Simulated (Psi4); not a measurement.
# B2PLYP/def2-SVP (core potential) run of InNH4 (InH2(NH2))

Aim: the vertical ionisation energy of InNH4 (InH2(NH2)) at B2PLYP/def2-SVP (core potential), from 2 runs. 

The calculation is run with Psi4 1.11.

2 further runs of the same task are left out: 2 set aside as unsound or not needed.

## 1. The system as given

The species is InNH4 (6 atoms), meant as a singlet with charge 0. SMILES: `[H][In]([H])[NH2]`. The shape comes from GFN2-xTB, which is rough for such elements, and wasn't checked as a minimum.

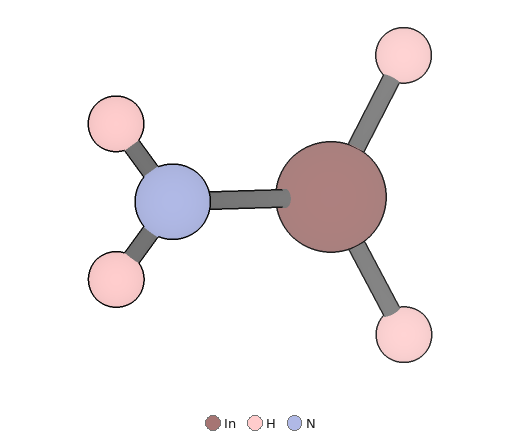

Viewed from a chosen angle; indium brown, hydrogen pink, nitrogen light blue.

## 2. The energy at B2PLYP/def2-SVP (core potential)

input.json

```json
{
 "schema_name": "qcschema_input",
 "schema_version": 1,
 "molecule": {
  "schema_name": "qcschema_molecule",
  "schema_version": 2,
  "symbols": ["In", "H", "H", "N", "H", "H"],
  "geometry": [0.8638505, 1.42332282, -0.02643727, 4.02570246, 1.44582946, 0.62604737, -0.61023036, 4.21095231, -0.71509126, -1.18536851, -1.76326565, 0.43044182, -2.82975149, -1.88328216, -0.54683005, -0.26420261, -3.43355678, 0.2318694],
  "molecular_charge": 0,
  "molecular_multiplicity": 1,
  "fix_symmetry": "c1"
 },
 "driver": "energy",
 "model": {
  "method": "b2plyp",
  "basis": "def2-SVP"
 },
 "keywords": {
  "reference": "rks",
  "puream": true,
  "e_convergence": 1e-09,
  "d_convergence": 1e-08,
  "scf_type": "pk",
  "dft_radial_points": 99,
  "dft_spherical_points": 590,
  "num_frozen_docc": 5
 }
}
```

On the command line:

```
$ psi4 --qcschema input.json -n 1 --memory 1600MB
```

stdout:

```text
[...]
                   'protocols': {'error_correction': {'default_policy': True, 'policies': None},
                                 'native_files': 'none',
[...]
    !!!  WARNING: ECP capability is in beta. Please check occupations closely.  !!!
[...]
  Running in c1 symmetry.
[...]
  Nuclear repulsion =   70.611866582472686
[...]
  Multiplicity = 1
[...]
  Nalpha       = 16
  Nbeta        = 16
[...]
    Number of basis functions: 60
[...]
   @RKS iter   1:  -246.57195068552895   -1.12594e+00   1.11274e-02 DIIS/ADIIS
[...]
   @RKS iter  11:  -246.78156221500996   -7.95808e-13   2.77213e-09 DIIS
[...]
    Orbital Energies [Eh]
    ---------------------
    Doubly Occupied:
       1A    -14.813890     2A     -4.960390     3A     -3.308021
       4A     -3.298533     5A     -3.297961     6A     -0.934071
       7A     -0.870083     8A     -0.865298     9A     -0.864841
      10A     -0.864291    11A     -0.844917    12A     -0.523484
      13A     -0.488862    14A     -0.380286    15A     -0.331799
      16A     -0.302242
[...]
  @RKS Final Energy:  -246.78156221500996
   => Energetics <=
    Nuclear Repulsion Energy =             70.6118665824726861
    One-Electron Energy =                -552.3238138586982586
    Two-Electron Energy =                 247.0070265008257309
    DFT Exchange-Correlation Energy =     -12.0766414396100785
    Empirical Dispersion Energy =           0.0000000000000000
    VV10 Nonlocal Energy =                  0.0000000000000000
    Total Energy =                       -246.7815622150099557
[...]
 Multipole Moments:
 ------------------------------------------------------------------------------------
     Multipole            Electronic (a.u.)      Nuclear  (a.u.)        Total (a.u.)
 ------------------------------------------------------------------------------------
 L = 1.  Multiply by 2.5417464519 to convert [e a0] to [Debye]
 Dipole X            :          9.7595129           -9.8107918           -0.0512789
 Dipole Y            :         15.3134014          -15.6196471           -0.3062457
 Dipole Z            :         -1.8627873            1.4322400           -0.4305473
 Magnitude           :                                                    0.5308361
[...]
```

The result, in JSON:

```text
{
 "driver": "energy",
 "model": {
  "method": "b2plyp",
  "basis": "def2-SVP"
 },
 "success": true,
 "return_result": -246.87446522954804,
 "properties": {
  "calcinfo_nbasis": 60,
  "calcinfo_nmo": 60,
  "calcinfo_nalpha": 16,
  "calcinfo_nbeta": 16,
  "calcinfo_natom": 6,
  "nuclear_repulsion_energy": 70.61186658247269,
  "return_energy": -246.87446522954804,
  "scf_one_electron_energy": -552.3238138586983,
  "scf_two_electron_energy": 247.00702650082573,
  "scf_xc_energy": -12.076641439610079,
  "scf_dipole_moment": [-0.051278851549566795, -0.30624568631836446, -0.4305473196638736],
  "scf_total_energy": -246.78156221500996,
  "scf_iterations": 11
 }
}
```

It took 9 s on 1 thread of Intel Xeon Platinum 8488C (Sapphire Rapids), shared host; peak memory 0.75 GiB.

## 3. The doublet cation at the same level

h4inn.in

```
memory 1600 MB

molecule {
  1 2
  In
  H 1 r2
  H 1 r3 2 a3
  N 1 r4 3 a4 2 d4
  H 4 r5 1 a5 3 d5
  H 4 r6 5 a6 1 d6

  r2 = 1.708476
  r3 = 1.708024
  a3 = 118.97059
  r4 = 2.019377
  a4 = 120.0988
  d4 = 172.50233
  r5 = 1.014235
  a5 = 116.8697
  d5 = 29.27484
  r6 = 1.014841
  a6 = 107.7443
  d6 = -134.42487
  symmetry c1
  no_reorient
  no_com
}

set basis def2-SVP
set reference uks
set puream true
set e_convergence 1e-09
set d_convergence 1e-08
set scf_type pk
set dft_radial_points 99
set dft_spherical_points 590
set num_frozen_docc 5
set maxiter 200

energy('b2plyp')
```

On the command line:

```
$ psi4 h4inn.in h4inn.out -n 1
```

h4inn.out:

```text
[...]
    !!!  WARNING: ECP capability is in beta. Please check occupations closely.  !!!
[...]
  Running in c1 symmetry.
[...]
  Nuclear repulsion =   70.611868593824596
[...]
  Multiplicity = 2
[...]
  Nalpha       = 16
  Nbeta        = 15
[...]
    Number of basis functions: 60
[...]
   @UKS iter   1:  -246.18305297047024   -7.62473e-01   1.10900e-02 ADIIS/DIIS
[...]
   @UKS iter  20:  -246.40778598680521   -3.06954e-12   6.48301e-09 DIIS
[...]
   @S^2 Observed:                8.011904267E-01
[...]
    Orbital Energies [Eh]
    ---------------------
    Alpha Occupied:
       1A    -15.018272     2A     -5.235361     3A     -3.581746
       4A     -3.577253     5A     -3.570350     6A     -1.162206
       7A     -1.149713     8A     -1.147716     9A     -1.140352
      10A     -1.131295    11A     -1.082972    12A     -0.776756
      13A     -0.723154    14A     -0.669304    15A     -0.617979
      16A     -0.498687
    Alpha Virtual:
      17A     -0.219425    18A     -0.181631    19A     -0.122410
      20A     -0.082932    21A     -0.036658    22A     -0.004686
      23A      0.017361    24A      0.039958    25A      0.047782
[...]
  @UKS Final Energy:  -246.40778598680521
   => Energetics <=
    Nuclear Repulsion Energy =             70.6118685938245960
    One-Electron Energy =                -544.2008820289916002
    Two-Electron Energy =                 239.1154753778070017
    DFT Exchange-Correlation Energy =     -11.9342479294452453
    Empirical Dispersion Energy =           0.0000000000000000
    VV10 Nonlocal Energy =                  0.0000000000000000
    Total Energy =                       -246.4077859868052087
[...]
 Multipole Moments:
 ------------------------------------------------------------------------------------
     Multipole            Electronic (a.u.)      Nuclear  (a.u.)        Total (a.u.)
 ------------------------------------------------------------------------------------
 L = 1.  Multiply by 2.5417464519 to convert [e a0] to [Debye]
 Dipole X            :          1.7296644           -1.2812364            0.4484280
 Dipole Y            :         16.3960591          -15.8668315            0.5292276
 Dipole Z            :          9.7325813           -9.4275393            0.3050419
 Magnitude           :                                                    0.7577731
[...]
```

Run time: 19 s. Hardware: 1 thread of Intel Xeon Platinum 8488C (Sapphire Rapids), shared host; peak memory 0.75 GiB.

## 4. Outcome

At B2PLYP/def2-SVP (core potential), 5 core orbitals frozen:

| quantity | value |
| --- | --- |
| singlet InNH4: total energy | -246.87447 Eh |
| singlet InNH4: HOMO energy (SCF part's orbitals) | -8.22 eV |
| singlet InNH4: LUMO energy (SCF part's orbitals) | -0.21 eV |
| singlet InNH4: HOMO–LUMO gap (SCF part's orbitals) | 8.01 eV |
| doublet cation: total energy | -246.49625 Eh |
| doublet cation: HOMO energy (SCF part's orbitals) (highest over α and β) | -13.57 eV |
| doublet cation: LUMO energy (SCF part's orbitals) (lowest over α and β) | -11.32 eV |
| doublet cation: ⟨S²⟩ | 0.801 |
| vertical ionisation energy (to the doublet cation) | 10.292 eV |

What this shows: The vertical ionisation energy comes to 10.29 eV (237 kcal/mol). The negative HOMO energy of the first species, 8.22 eV, lies 2.07 eV below that difference.
